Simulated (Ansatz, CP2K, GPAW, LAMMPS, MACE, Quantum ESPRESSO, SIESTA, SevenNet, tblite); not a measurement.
# GPAW runs on amorphous Si0.9Ge0.1 (94 atoms), part 2 of 2

Wanted: GPAW inputs and outputs for amorphous Si0.9Ge0.1 (94 atoms), checked against a plane-wave reference.

Program: GPAW 26.7.0; the method stands at each step. Banners, paths, timers and routine set-up lines are dropped from the logs unmarked, and long logs keep their key lines alone; longer cuts are marked.

So far. Step 3 (PBE, LCAO dzp, h 0.2 Å, other mixer settings): Against the first run (7.2 %), the force difference from the reference is 7.2 %, at 1.5 times the CPU time (on 2 against 1 cores) (26 SCF steps against 17): another solver or mixer reaches the same state. Step 4 (PBE, LCAO szp(dzp), h 0.2 Å): Against the first run (7.2 %), the force difference from the reference is 20 %, at 0.77 times the CPU time, with 846 basis functions against 1222: the smaller basis costs accuracy.

### 5. RPBE, LCAO dzp, h 0.2 Å

Method: Kohn-Sham DFT, RPBE, PAW, atomic orbitals (dzp).

The input, run.py:

```python
import numpy as np
from ase.io import read
from gpaw import GPAW, FermiDirac

atoms = read("structure.xyz")
atoms.calc = GPAW(
    mode="lcao",
    basis="dzp",
    h=0.2,
    xc="RPBE",
    kpts={"size": (1, 1, 1), "gamma": True},
    occupations=FermiDirac(0.05),
    maxiter=200,
    symmetry={"point_group": False},
    txt="gpaw.txt",
)
energy = atoms.get_potential_energy(force_consistent=True)
forces = atoms.get_forces()
print(f"energy {energy:.6f} eV")
print("forces (eV/A)")
for i, (a, f) in enumerate(zip(atoms, forces)):
    print(f"{i:4d} {a.symbol:2s} {f[0]:10.5f} {f[1]:10.5f} {f[2]:10.5f}")
print(f"Fermi level {atoms.calc.get_fermi_level():.4f} eV")
for k in range(len(atoms.calc.get_ibz_k_points())):
    for s in range(atoms.calc.get_number_of_spins()):
        e = atoms.calc.get_eigenvalues(kpt=k, spin=s)
        n = np.searchsorted(e, atoms.calc.get_fermi_level())
        print(f"k {k} spin {s} levels about the Fermi level:", np.round(e[max(n - 6, 0):n], 4).tolist(), "|", np.round(e[n:n + 6], 4).tolist())
```

The input, structure.xyz:

```xyz
94
Lattice="12.40220 0.00000 0.00000 0.00000 12.40220 0.00000 0.00000 0.00000 12.40220" Properties=species:S:1:pos:R:3 pbc="T T T"
[... 94 atom lines left out: the same atoms as in the first run ...]
```

On the command line:

```
$ OMP_NUM_THREADS=1 python run.py > output.txt
```

What it wrote:

```text
energy -432.460674 eV
forces (eV/A)
   0 Si   -0.24171   -0.89015    0.25150
   1 Si    0.02308    0.28095    0.34738
   2 Si   -0.36343    0.70066   -2.07455
   3 Si    0.40131   -1.26595   -0.66016
   4 Si   -2.29309    0.22935    1.19001
   5 Si   -0.13552   -0.45025   -0.05975
   6 Si   -0.97467   -0.09240    1.36709
   7 Si   -0.37091    0.03339   -0.24559
   8 Si    0.96420    0.65457    1.44117
   9 Si    0.64205    0.06933   -1.42363
  10 Si    0.37239    0.24365    0.94528
  11 Si   -0.29216    0.16413   -0.12255
[...]
89 Ge   -1.06353    0.36390   -0.31621
  90 Ge    0.32017   -0.42026    0.90967
  91 Ge    1.02025    0.22114   -1.04414
  92 Ge   -0.53730   -0.30358   -0.29504
  93 Ge    2.12156    0.53714    0.91490
Fermi level 5.5581 eV
k 0 spin 0 levels about the Fermi level: [5.0216, 5.1703, 5.2818, 5.3997, 5.4862, 5.5174] | [5.5713, 5.6674, 5.8064, 5.9489, 6.0937, 6.2618]
```

gpaw.txt:

```text
Input parameters:
  mode=LCAO(),
  basis={'default': 'dzp'},
  h=0.2,
  kpts=MonkhorstPack(size=(1, 1, 1), gamma=True),
  maxiter=200,
  occupations=Occupations(name='fermi-dirac', width=0.05, fixmagmom=False),
  symmetry=Symmetry(point_group=False),
  xc=XC(name='RPBE')
[... lines left out ...]
  Fermi-Dirac:
[... lines left out ...]
convergence criteria:
- Maximum [total energy] change in last 3 cyles: 0.0005 eV / valence electron
[... lines left out ...]
Converged in 18 steps
[... lines left out ...]
  Free energy:    -432.460674
[... lines left out ...]
Fermi level: 5.558
[... lines left out ...]
|          0 |        -6.903 |     2.000 |
|        ... |               |           |
|        180 |         4.860 |     2.000 |
|        181 |         4.901 |     2.000 |
[...]
|        195 |         6.434 |     0.000 |
|        ... |               |           |
|        229 |         7.995 |     0.000 |
Gap: 0.054 eV
Transition (v -> c):
  (s=0, k=0, n=187, [0.00, 0.00, 0.00]) -> (s=0, k=0, n=188, [0.00, 0.00, 0.00])
No difference between direct/indirect transitions
Force computation time: 44.157  # s
timing:  # [seconds]
  Total:  385.245  # ━━━━━━━━━━━━━━━━━━━━━━━━━━━━━━━━━━━━━━━━━━━━━━━━━━━━━━━━
  Init:    10.770  # ━╸
  SCF:    330.289  # ━━━━━━━━━━━━━━━━━━━━━━━━━━━━━━━━━━━━━━━━━━━━━━━━
  Forces:  44.157  # ━━━━━━╸
```

It took 6.4 min on 1 thread of Arm Neoverse V2, shared host; peak memory 2.2 GiB.

Against the reference:

```yaml
r_m_s_force_component: 0.8094 eV/Å
r_m_s_difference_of_force_components: 73.91 meV/Å
longest_difference_of_force_vectors: 348.4 meV/Å
force_difference_over_r_m_s_force: 9.83 %
slope_of_forces_against_the_reference_s: 1.075
correlation_of_force_components: 0.9982
```

Against the first run (7.2 %), the force difference from the reference is 9.8 %, at 1.1 times the CPU time; the model has changed, so this is no error of the program alone.

### 6. All runs compared

Differences are against the plane-wave reference, forces as r.m.s. over components; share is that over the reference's r.m.s. force, slope the least-squares factor from reference forces to these. Total energies of different programs have different zeros and aren't compared.

| run | Δ force, r.m.s. (meV/Å) | share (%) | slope | cores | CPU time | memory (GiB) |
| --- | --- | --- | --- | --- | --- | --- |
| reference | - | - | - | 8 | 83 s | 2.2 |
| GPAW PBE, LCAO dzp, h 0.2 Å | 54.1 | 7.20 | 1.052 | 1 | 6.1 min | 2.2 |
| GPAW PBE, LCAO dzp, h 0.2 Å, other mixer settings | 54.2 | 7.21 | 1.052 | 2 | 9.4 min | 2.3 |
| GPAW PBE, LCAO szp(dzp), h 0.2 Å (coarse) | 149 | 19.8 | 1.115 | 1 | 4.7 min | 2.1 |
| GPAW RPBE, LCAO dzp, h 0.2 Å | 73.9 | 9.83 | 1.075 | 1 | 6.4 min | 2.2 |

Rows marked coarse were listed beforehand as settings not expected to be converged; some can still land near the reference.

CPU time is summed over cores on a shared host, where runs went side by side, so it is rough. Symmetry, cutoffs, thresholds, outputs and thread counts weren't matched or tuned between programs; memory under MPI is the largest rank's times the ranks.

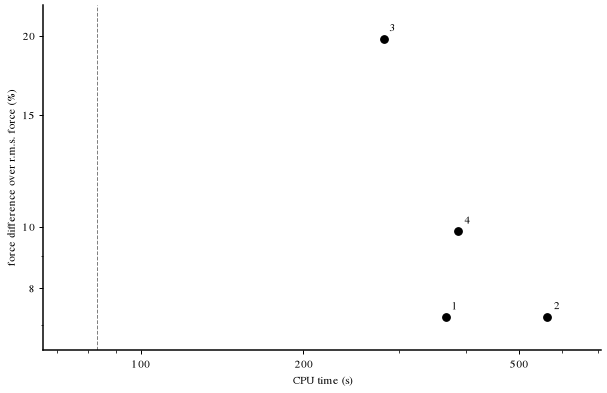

Force difference against CPU time; the dashed line marks the reference's time. Points: 1 GPAW PBE, LCAO dzp, h 0.2 Å; 2 GPAW PBE, LCAO dzp, h 0.2 Å, other mixer settings; 3 GPAW PBE, LCAO szp(dzp), h 0.2 Å; 4 GPAW RPBE, LCAO dzp, h 0.2 Å.

Within one program, basis, potentials and functional, energies share a zero. Each run against its twin at the usual cutoff or grid and solver:

| run | twin | Δ energy (meV/atom) | Δ force, r.m.s. (meV/Å) | CPU time over the twin's |
| --- | --- | --- | --- | --- |
| GPAW PBE, LCAO dzp, h 0.2 Å, other mixer settings | LCAO dzp, h 0.2 Å | 1.0e-4 | 1.51 | 1.5 (this twin ran on 1 cores) |

### 7. Outcome

```
nearest in forces : a tie at 7.2 % of 2 runs: GPAW PBE, LCAO dzp, h 0.2 Å; GPAW PBE, LCAO dzp, h 0.2 Å, other mixer settings
```

The PBE runs in local orbitals, coarse settings apart, differ by 7.2 % in each run; basis, grid and potentials can all enter. Rows with another functional or a dispersion term differ by 9.8 % (GPAW RPBE, LCAO dzp, h 0.2 Å), which mixes the change of model with differences of basis and potentials. Runs with settings chosen to be coarse differ by 20 % (GPAW PBE, LCAO szp(dzp), h 0.2 Å), their programs' other errors included. None of the electronic-structure runs in the table takes under half the reference's CPU time of 83 s; they take 3.4 to 6.8 times as much. GPAW PBE, LCAO szp(dzp), h 0.2 Å stiffens the forces by a factor of 1.11 while following their directions (correlation 0.990); the slopes of the 4 GPAW runs lie between 1.05 and 1.11. The potentials hold different valence shells: 466 electrons in the reference, 376 in GPAW; this bears on time and differences. GPAW's setups keep the filled d shell of Ge in the core. The quench rate of 3 K/ps is many orders above laboratory rates, so the cell is likely richer in defects and strain than a real sample. The network of bonds at the start is that of the classical potential that made the cell, and needn't be the one that DFT or experiment would give. The electronic-structure runs sample only Γ, in a cell whose shortest periodic width is 12 Å, which is coarse for a cell with partly filled levels.

[Also dropped from logs without a mark: logging warnings of Python, and SIESTA's first energy breakdown and zero terms.]

[Logs are printed without paths, hosts, clocks, repeated set-up lines and the standing remarks that a program may print on its own settings, such as how far it seeks lower states.]

[Hosts, paths, dates, database ids (printed as entryN), source tags and the programs' standing remarks are cut or masked in the printed files.]
